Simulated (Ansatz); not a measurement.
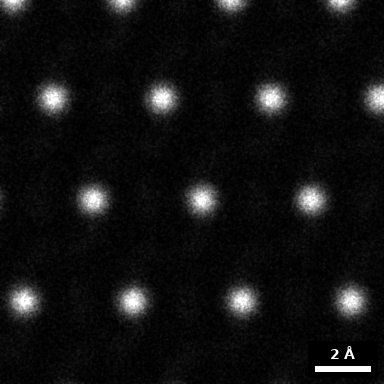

HAADF-like image of BeHgF₆ (R-3, No. 148). Simulated incoherent Z contrast: every atom adds Z^1.7 spread by a probe of 0.76 Å full width; channelling and multiple scattering are left out. Shot noise was added. Structure: the geometry relaxed (final pressure about 20 GPa) with DFT, PAW plane waves, r2scan (Ansatz); the starting structure was generated, so it need not be a known form of this composition.

```
F Be Hg
1.0
     4.49163    0.00000    0.00000
    -2.24581    3.88987    0.00000
     0.00000    0.00000   12.45287
F Be Hg
18 3 3
Cartesian
  3.6196 1.1189 3.2143
  1.7128 2.5752 3.2143
  1.4051 0.1958 3.2143
  3.1179 0.1777 0.9366
  2.7788 2.6113 0.9366
  0.8408 1.1008 0.9366
  1.3737 2.4155 7.3653
  -0.5330 3.8718 7.3653
  -0.8408 1.4924 7.3653
  0.8721 1.4743 5.0876
  2.7788 0.0181 5.0876
  3.0866 2.3975 5.0876
  -0.8721 3.7122 11.5163
  -0.5330 1.2785 11.5163
  1.4051 2.7890 11.5163
  -1.3737 2.7709 9.2385
  0.5330 1.3147 9.2385
  0.8408 3.6941 9.2385
  0.0000 0.0000 0.0000
  2.2458 1.2966 4.1510
  0.0000 2.5932 8.3019
  0.0000 2.5932 2.0755
  0.0000 0.0000 6.2264
  2.2458 1.2966 10.3774
```

**Which beam direction gives this image, [111], [130], [211] or [001]? (Directions equivalent by symmetry count as one.)**

[211]. The projected cells are 1.48 × 3.75 Å, 98° for [111]; 1.47 × 4.18 Å, 97° for [130]; 3.99 × 3.99 Å, 112° for [211]; 2.59 × 2.59 Å, 120° for [001], and the image repeats as the [211] one does.
